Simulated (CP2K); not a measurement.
# PM3 run of SiH2BrO (SMILES O[SiH]Br)

Aim: the energy change on altering one bond length of SiH2BrO at PM3, from 2 runs. 

The calculation is run with CP2K 2026.2.

1 further run of the same task is left out (set aside as unsound or not needed).

### Step 1. Starting point

The species is SiH2BrO (5 atoms), meant as a doublet with charge 0. SMILES: `O[SiH]Br`. The coordinates come from a GFN2-xTB relaxation. This is one conformer, not always the lowest.

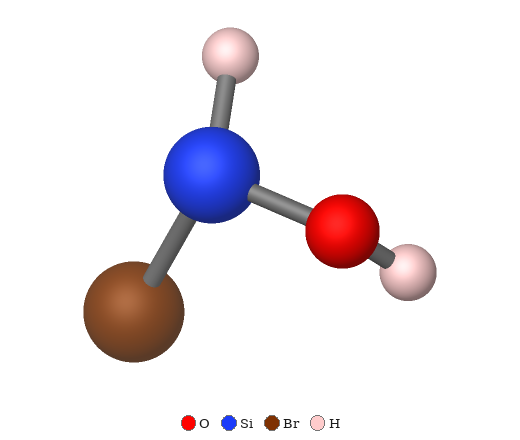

The structure, seen from a chosen angle (oxygen red, silicon blue, bromine brown, hydrogen pink).

### Step 2. Energy and gradient at PM3

File molecule.xyz:

```xyz
5

O     -1.067800     0.160650    -0.599530
Si     0.424710     0.581290    -0.160490
Br     1.715530    -1.254580    -0.122820
H     -1.545000    -0.615670    -0.302880
H      0.472560     1.128300     1.185710
```

File job.inp:

```
&FORCE_EVAL
   METHOD QS
   &DFT
      MULTIPLICITY 2
      UNRESTRICTED_KOHN_SHAM T
      &QS
         METHOD PM3
         EPS_DEFAULT 1.0E-10
         &SE
            &COULOMB
               CUTOFF [angstrom] 50
               RC_RANGE [angstrom] 0
            &END
            &EXCHANGE
               CUTOFF [angstrom] 50
               RC_RANGE [angstrom] 0
            &END
         &END
      &END
      &POISSON
         PERIODIC NONE
         POISSON_SOLVER ANALYTIC
      &END
      &SCF
         SCF_GUESS ATOMIC
         EPS_SCF 1.0E-06
         MAX_SCF 30
         &OT
            MINIMIZER DIIS
            PRECONDITIONER FULL_ALL
         &END
         &OUTER_SCF
            EPS_SCF 1.0E-06
            MAX_SCF 5
         &END
      &END
      &PRINT
         &MOMENTS
            PERIODIC F
            REFERENCE COM
            MAX_MOMENT 1
         &END
         &MO_CUBES
            NLUMO 1
            NHOMO -1
            WRITE_CUBE F
         &END
         &HIRSHFELD OFF
         &END
      &END
   &END
   &SUBSYS
      &CELL
         ABC 19.3 18.4 17.8
         PERIODIC NONE
      &END
      &TOPOLOGY
         COORD_FILE_NAME molecule.xyz
         COORD_FILE_FORMAT XYZ
         &CENTER_COORDINATES
         &END
      &END
   &END
   &PRINT
      &FORCES ON
      &END
   &END
&END

&GLOBAL
   PROJECT_NAME job
   RUN_TYPE ENERGY_FORCE
   PRINT_LEVEL MEDIUM
&END
```

The run is started by

```
OMP_NUM_THREADS=1 cp2k.psmp -i job.inp -o job.out
```

The log of the run, cut to the lines that bear on the results:

```text
CP2K| version string:                                       CP2K version 2026.2
[...]
 GLOBAL| Method name                                                        CP2K
[...]
 GLOBAL| Run type                                                   ENERGY_FORCE
[...]
                             - Atoms:                                          5
[...]
                             - Spherical basis functions:                     14
[...]
 Number of electrons:                                                         10
[...]
     1 OT DIIS     0.15E+00    0.0     0.15569165       -25.5962162632 -2.56E+01
[...]
    27 OT DIIS     0.15E+00    0.0     0.00000077       -27.6285835365 -1.87E-10
  *** SCF run converged in    27 steps ***
  Core-core repulsion energy [eV]:                            682.07163449326958
  Core Hamiltonian energy [eV]:                             -1267.32691994413290
  Two-electron integral energy [eV]:                         -333.11341314540351
  Electronic energy [eV]:                                   -1433.88362651683474
  Total energy [eV]:                                         -751.81199202356493
  Atomic reference energy [eV]:                               748.77818568150951
  Heat of formation [kcal/mol]:                               -69.96124180670570
[...]
 SE_DIPOLE| Moment [Debye]          2.48590731      -1.74313769      -0.72337818
 SE_DIPOLE| Derivative [a.u.]       0.00000000       0.00000000       0.00000000
 *** WARNING in qs_scf_post_se.F:140 :: Printing of MO cube files not ***
 *** implemented for Semi-Empirical method.                           ***
 ENERGY| Total FORCE_EVAL ( QS ) energy [hartree]            -27.628583536526463
 FORCES| Atomic forces [hartree/bohr]
 FORCES|   Atom     x               y               z               |f|
 FORCES|      1 -3.41140599E-02 -1.80873057E-02 -6.49229562E-03   3.91544329E-02
 FORCES|      2  2.03431697E-02 -8.62193042E-04  4.73889159E-03   2.09056219E-02
 FORCES|      3 -2.23351318E-04  1.26006667E-03 -6.16757493E-04   1.42057863E-03
 FORCES|      4  8.50279899E-03  1.08460613E-02 -6.01946692E-03   1.50389035E-02
 FORCES|      5  5.49144253E-03  6.84337087E-03  8.38962845E-03   1.21397501E-02
 FORCES| Sum     4.16333634E-17  1.66533454E-16 -7.63278329E-17
 FORCES| Total atomic force                                       1.87863424E-16
[...]
```

Wall time 0.64 s (1 thread of Arm Neoverse V1, shared host).

### Step 3. The distorted shape at the same level

File molecule.xyz:

```xyz
5

O     -2.560295    -0.259986    -1.038566
Si     0.424710     0.581290    -0.160490
Br     1.715530    -1.254580    -0.122820
H     -3.037495    -1.036306    -0.741916
H      0.472560     1.128300     1.185710
```

File qs.inp:

```
&GLOBAL
  PROJECT qs
  RUN_TYPE ENERGY_FORCE
  PRINT_LEVEL MEDIUM
&END GLOBAL

&FORCE_EVAL
  METHOD QUICKSTEP
  &DFT
    CHARGE 0
    MULTIPLICITY 2
    UKS T
    &QS
      METHOD PM3
      EPS_DEFAULT 1.0E-10
      &SE
        &COULOMB
          CUTOFF [angstrom] 50
          RC_RANGE [angstrom] 0
        &END COULOMB
        &EXCHANGE
          CUTOFF [angstrom] 50
          RC_RANGE [angstrom] 0
        &END EXCHANGE
      &END SE
    &END QS
    &POISSON
      PERIODIC NONE
      POISSON_SOLVER ANALYTIC
    &END POISSON
    &SCF
      SCF_GUESS ATOMIC
      EPS_SCF 1.0E-06
      MAX_SCF 30
      &OT ON
        MINIMIZER DIIS
        PRECONDITIONER FULL_ALL
      &END OT
      &OUTER_SCF
        EPS_SCF 1.0E-06
        MAX_SCF 5
      &END OUTER_SCF
    &END SCF
    &PRINT
      &MOMENTS
        PERIODIC F
        REFERENCE COM
        MAX_MOMENT 1
      &END MOMENTS
      &MO_CUBES
        NLUMO 1
        NHOMO -1
        WRITE_CUBE F
      &END MO_CUBES
      &HIRSHFELD OFF
      &END HIRSHFELD
    &END PRINT
  &END DFT
  &SUBSYS
    ! vacuum box
    &CELL
      ABC [angstrom] 20.8 18.4 18.2
      PERIODIC NONE
    &END CELL
    &TOPOLOGY
      COORD_FILE_NAME molecule.xyz
      COORD_FILE_FORMAT XYZ
      &CENTER_COORDINATES
      &END CENTER_COORDINATES
    &END TOPOLOGY
  &END SUBSYS
  ! extra output
  &PRINT
    &FORCES ON
    &END FORCES
  &END PRINT
&END FORCE_EVAL
```

The run is started by

```
OMP_NUM_THREADS=1 cp2k.psmp qs.inp > qs.out
```

The log of the run, cut to the lines that bear on the results:

```text
CP2K| version string:                                       CP2K version 2026.2
[...]
 GLOBAL| Method name                                                        CP2K
[...]
 GLOBAL| Run type                                                   ENERGY_FORCE
[...]
                             - Atoms:                                          5
[...]
                             - Spherical basis functions:                     14
[...]
 Number of electrons:                                                         10
[...]
     1 OT DIIS     0.15E+00    0.0     0.13989952       -25.8442612063 -2.58E+01
[...]
    27 OT DIIS     0.15E+00    0.0     0.00000086       -27.4642212787 -5.42E-09
  *** SCF run converged in    27 steps ***
  Core-core repulsion energy [eV]:                            550.94707868378225
  Core Hamiltonian energy [eV]:                             -1239.13966663358860
  Two-electron integral energy [eV]:                         -118.29375917447990
  Electronic energy [eV]:                                   -1298.28654622082854
  Total energy [eV]:                                         -747.33946753704629
  Atomic reference energy [eV]:                               748.77818568150951
  Heat of formation [kcal/mol]:                                33.17763121567281
[...]
 SE_DIPOLE| Moment [Debye]          2.45350914      -1.30425775      -1.36080435
 SE_DIPOLE| Derivative [a.u.]       0.00000000       0.00000000       0.00000000
 *** WARNING in qs_scf_post_se.F:140 :: Printing of MO cube files not ***
 *** implemented for Semi-Empirical method.                           ***
 ENERGY| Total FORCE_EVAL ( QS ) energy [hartree]            -27.464221279293383
 FORCES| Atomic forces [hartree/bohr]
 FORCES|   Atom     x               y               z               |f|
 FORCES|      1 -8.05650185E-03 -1.57074590E-02  8.62232684E-03   1.96462722E-02
 FORCES|      2 -2.73541989E-03 -6.07219974E-03 -2.07673250E-02   2.18090789E-02
 FORCES|      3 -3.61929409E-03  5.64897401E-03  4.41444464E-03   8.03103471E-03
 FORCES|      4  1.10325615E-02  1.63890591E-02 -7.04842876E-03   2.09761536E-02
 FORCES|      5  3.37865433E-03 -2.58374438E-04  1.47789823E-02   1.51624662E-02
 FORCES| Sum     1.71737624E-16  3.33066907E-16 -1.38777878E-17
 FORCES| Total atomic force                                       3.74993292E-16
[...]
```

Wall time 1.6 s (1 thread of Arm Neoverse V1, shared host).

### Step 4. What came out

Level: PM3.

| quantity | value |
| --- | --- |
| first shape: total energy | -27.62858 Eh |
| first shape: dipole moment | 3.12 D |
| first shape: heat of formation at this unrelaxed shape | -70.0 kcal/mol |
| first shape: largest force on an atom | 2.013 eV/Å |
| distorted shape: total energy | -27.46422 Eh |
| distorted shape: dipole moment | 3.09 D |
| distorted shape: heat of formation at this unrelaxed shape | 33.2 kcal/mol |
| distorted shape: largest force on an atom | 1.121 eV/Å |
| energy change with the O1–Si2 bond stretched from 1.612 to 3.223 Å | 4.473 eV |

With the O1–Si2 bond stretched from 1.612 to 3.223 Å the energy rises by 4.47 eV (432 kJ/mol). The first shape isn't relaxed at this level, so the change isn't measured from a minimum. The largest force (first shape) is 2.01 eV/Å: the shape isn't a stationary point for this species at this level.
